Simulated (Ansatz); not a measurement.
**One shape, several levels: BNH2O (SMILES BN=O)**

Wanted: a comparison of 6 runs (B2PLYP/STO-3G, PBE/STO-3G, revPBE/STO-3G, wB97X/STO-3G, UMP2/STO-3G, CCSDT(Q)/STO-3G) of BNH2O. 

The results are computed with Ansatz 0.2.0.

59 further runs of the same task are left out: 4 that didn't finish, 55 set aside as unsound or not needed.

## (1) The structure to begin with

The species is BNH2O (5 atoms), meant as a singlet with charge 0. As SMILES, `BN=O`. The N2–B1 distance was set to 2.590 Å, away from the relaxed value. At this shape a bond of the SMILES string is far longer than usual.

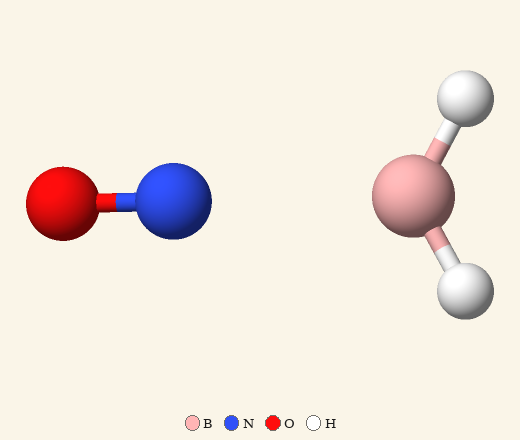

Viewed from a chosen angle; boron pink, nitrogen blue, oxygen red, hydrogen white.

## (2) A single-point energy at B2PLYP/STO-3G (run 1)

The input, in.yaml:

```yaml
crystal:
  periodic: [false, false, false]
  atoms:
    - {symbol: B, position_ang: [-1.041753, 1.321519, -0.709915]}
    - {symbol: N, position_ang: [0.435210, -0.552070, 0.296940]}
    - {symbol: O, position_ang: [1.113730, -1.415380, 0.760240]}
    - {symbol: H, position_ang: [-1.897433, 1.028719, -1.444955]}
    - {symbol: H, position_ang: [-0.825233, 2.427639, -0.412615]}
basis:
  gaussian:
    orbitals: STO-3G
accuracy: high
correlation:
  frozen_orbitals: {B: 1, H: 0, "N": 1, O: 1}
hamiltonian:
  xc: {name: B2PLYP}
```

The run is started by

```
$ ansatz run in.yaml --threads 1 --pin off --max-ram 2610MiB --events-out events.jsonl --progress --plain --runs-dir runs
```

Log:

```text
Warning: RAYON_NUM_THREADS=1 ignored (pool sized by the plan → 1); use --threads N
Functional definition: B2PLYP
  name "B2PLYP"
  parameter a = 0.53
  parameter c = 0.27
  exchange = (1 - a)*b88_x + a*exact_x
  correlation = (1 - c)*lyp_c + c*(mp2_os + mp2_ss)
273 factors; integrals over basis functions are off by at most 2.9e-8 eV
mean field evaluation 1: about -4164.1673 eV, gradient 1.3e1 eV
mean field evaluation 2: about -4164.1524 eV, gradient 1.3e1 eV
mean field evaluation 4: about -4164.5624 eV, gradient 8.5e0 eV
mean field evaluation 8: about -4165.6718 eV, gradient 1.8e1 eV
mean field evaluation 16: about -4172.4046 eV, gradient 5.1e-2 eV
mean field evaluation 32: about -4172.4048 eV, gradient 9.7e-9 eV
mean field evaluation 64: about -4172.4059 eV, gradient 3.6e-2 eV
mean field evaluation 96: about -4172.3988 eV, gradient 5.3e-5 eV
mean field -4172.40476815 eV, -153.3330470720 hartree, gradient 5.1e-8 eV, S^2 0.000000; 4 other end points of the search recorded, 0 dependent functions left out; unrestricted orbitals would lower it
3 core orbitals not correlated: weight in the atoms' cores, before any rotation towards them, 1.000 or more for the frozen orbitals, at most 0.000 for the correlated occupied ones
reference -4172.40478429 eV, -153.3330476651 hartree; 8, 8 occupied and 6, 6 virtual orbitals, 273 factors
second order -10.98646110 eV of doubles, -0.00000000 eV of singles
Total energy: -4175.37112879 eV, -153.4420588147 hartree
```

Wall time 4.5 s (1 thread of Arm Neoverse V1, shared host); peak memory 0.094 GiB.

## (3) The energy at PBE/STO-3G (run 2)

The input, run.yaml:

```yaml
crystal:
  periodic: [false, false, false]
  atoms:
    - {symbol: B, position_ang: [-1.041753, 1.321519, -0.709915]}
    - {symbol: "N", position_ang: [0.435210, -0.552070, 0.296940]}
    - {symbol: O, position_ang: [1.113730, -1.415380, 0.760240]}
    - {symbol: H, position_ang: [-1.897433, 1.028719, -1.444955]}
    - {symbol: H, position_ang: [-0.825233, 2.427639, -0.412615]}
basis:
  gaussian:
    orbitals: STO-3G
hamiltonian:
  xc: pbe
accuracy: high
```

The run is started by

```
$ ansatz run run.yaml --threads 1 --pin off --max-ram 2610MiB --events-out events.jsonl --progress --plain --runs-dir runs
```

Log:

```text
Warning: RAYON_NUM_THREADS=1 ignored (pool sized by the plan → 1); use --threads N
Functional definition: PBE
  name "PBE"
  parameter kappa = 0.804
  parameter beta = 0.06672455060314922
  exchange = pbe_x(kappa = kappa, mu = beta*pi^2/3)
  correlation = pbe_c(beta = beta)
273 factors; integrals over basis functions are off by at most 2.9e-8 eV
mean field evaluation 1: about -4165.4432 eV, gradient 3.1e1 eV
mean field evaluation 2: about -4077.5581 eV, gradient 5.0e1 eV
mean field evaluation 4: about -4170.2076 eV, gradient 2.5e1 eV
mean field evaluation 8: about -4170.1477 eV, gradient 2.5e1 eV
mean field evaluation 16: about -4176.4689 eV, gradient 4.1e0 eV
mean field evaluation 32: about -4176.5544 eV, gradient 2.1e-5 eV
mean field evaluation 64: about -4176.5507 eV, gradient 5.1e-2 eV
mean field evaluation 96: about -4176.5768 eV, gradient 2.4e-1 eV
mean field -4176.55436555 eV, -153.4855419639 hartree, gradient 5.5e-8 eV, S^2 0.000000; 4 other end points of the search recorded, 0 dependent functions left out
reference -4176.55436710 eV, -153.4855420209 hartree; 11, 11 occupied and 6, 6 virtual orbitals, 273 factors
Total energy: -4176.55436710 eV, -153.4855420209 hartree
```

Run time: 4.2 s. Hardware: 1 thread of Arm Neoverse V1, shared host.

## (4) A single-point energy at revPBE/STO-3G (run 3)

The input, input.yaml:

```yaml
crystal:
  periodic: [false, false, false]
  atoms:
    - {symbol: B, position_ang: [-1.041753, 1.321519, -0.709915]}
    - {symbol: N, position_ang: [0.435210, -0.552070, 0.296940]}
    - {symbol: O, position_ang: [1.113730, -1.415380, 0.760240]}
    - {symbol: H, position_ang: [-1.897433, 1.028719, -1.444955]}
    - {symbol: H, position_ang: [-0.825233, 2.427639, -0.412615]}
basis:
  gaussian:
    orbitals: STO-3G
hamiltonian:
  xc: {name: revPBE}
accuracy: high
```

The run is started by

```
$ ansatz run input.yaml --threads 1 --pin off --max-ram 2610MiB --events-out events.jsonl --progress --plain --runs-dir runs
```

Log:

```text
Warning: RAYON_NUM_THREADS=1 ignored (pool sized by the plan → 1); use --threads N
Functional definition: revPBE
  name "revPBE"
  parameter kappa = 1.245
[... 3 set-up lines as earlier in the session ...]
273 factors; integrals over basis functions are off by at most 2.9e-8 eV
mean field evaluation 1: about -4169.9356 eV, gradient 3.1e1 eV
mean field evaluation 2: about -4082.0212 eV, gradient 5.0e1 eV
mean field evaluation 4: about -4174.9149 eV, gradient 2.5e1 eV
mean field evaluation 8: about -4174.8549 eV, gradient 2.5e1 eV
mean field evaluation 16: about -4180.8485 eV, gradient 4.1e0 eV
mean field evaluation 32: about -4180.9331 eV, gradient 1.6e-5 eV
mean field evaluation 64: about -4180.2002 eV, gradient 9.4e0 eV
mean field evaluation 96: about -4179.6091 eV, gradient 1.4e1 eV
mean field -4180.93309916 eV, -153.6464574560 hartree, gradient 6.0e-8 eV, S^2 0.000000; 4 other end points of the search recorded, 0 dependent functions left out
reference -4180.93310109 eV, -153.6464575267 hartree; 11, 11 occupied and 6, 6 virtual orbitals, 273 factors
Total energy: -4180.93310109 eV, -153.6464575267 hartree
```

Run time: 4.2 s. Hardware: 1 thread of Arm Neoverse V1, shared host; peak memory 0.09 GiB.

Runs 4 to 5 aren't shown in full; the table further down has their settings and results.

## (5) A single-point energy at CCSDT(Q)/STO-3G (run 6)

The input, job.yaml:

```yaml
crystal:
  periodic: [false, false, false]
  atoms:
    - {symbol: B, position_ang: [-1.041753, 1.321519, -0.709915]}
    - {symbol: N, position_ang: [0.435210, -0.552070, 0.296940]}
    - {symbol: O, position_ang: [1.113730, -1.415380, 0.760240]}
    - {symbol: H, position_ang: [-1.897433, 1.028719, -1.444955]}
    - {symbol: H, position_ang: [-0.825233, 2.427639, -0.412615]}
basis:
  gaussian:
    orbitals: STO-3G
correlation:
  method: ccsdt_q
  frozen_orbitals: {B: 1, H: 0, "N": 1, O: 1}
accuracy: high
scf:
  omitted_lower_state_checks: [cluster_reference, increment]
```

The run is started by

```
$ ansatz run job.yaml --threads 1 --pin off --max-ram 2610MiB --events-out events.jsonl --progress --plain --runs-dir runs
```

Log:

```text
Warning: RAYON_NUM_THREADS=1 ignored (pool sized by the plan → 1); use --threads N
[... 14 lines left out ...]
3 core orbitals not correlated: weight in the atoms' cores, before any rotation towards them, 1.000 or more for the frozen orbitals, at most 0.000 for the correlated occupied ones
[... 83 lines left out ...]
WARN: these amplitudes may be one of several solutions (largest doubles amplitude 1.06, level shift 8.91 eV)
Total energy: -4166.30224104 eV, -153.1087833371 hartree
Checks for a lower state left out: cluster_reference, increment
```

It took 1 s on 1 thread of Arm Neoverse V1, shared host.

## (6) All runs side by side

| run | level | frozen core orbitals | energy (Eh) | wall time |
| --- | --- | --- | --- | --- |
| 1 | B2PLYP/STO-3G | 3 | -153.442059 | 4.5 s |
| 2 | PBE/STO-3G | – | -153.485542 | 4.2 s |
| 3 | revPBE/STO-3G | – | -153.646458 | 4.2 s |
| 4 | wB97X/STO-3G | – | -153.594307 | 11 s |
| 5 | UMP2/STO-3G | 3 | -153.041688 | 0.56 s |
| 6 | CCSDT(Q)/STO-3G | 3 | -153.108783 | 1 s |

## (7) Results

| quantity | value |
| --- | --- |
| run 6: total energy | -153.10878 Eh |
| run 6: correlation energy (3 core orbitals frozen) | -373.0 mEh |
| run 6: T1 diagnostic | 0.073 |

**Reading.** Totals of different functionals can't be ranked against each other. In runs 1, 6 the log says that unrestricted orbitals would lower the reference, so the values rest on an unstable closed-shell determinant (other closed-shell runs at this shape may share the fault). In runs 1, 2, 3, 4, 5, 6 the basis is minimal, so the values are rough. Spin contamination of the reference: run 5 ⟨S²⟩ = 1.39. Where it is this large, the reference is a mixture of spin states, and values that rest on it are in doubt. All runs together took 26 s, the longest 11 s.
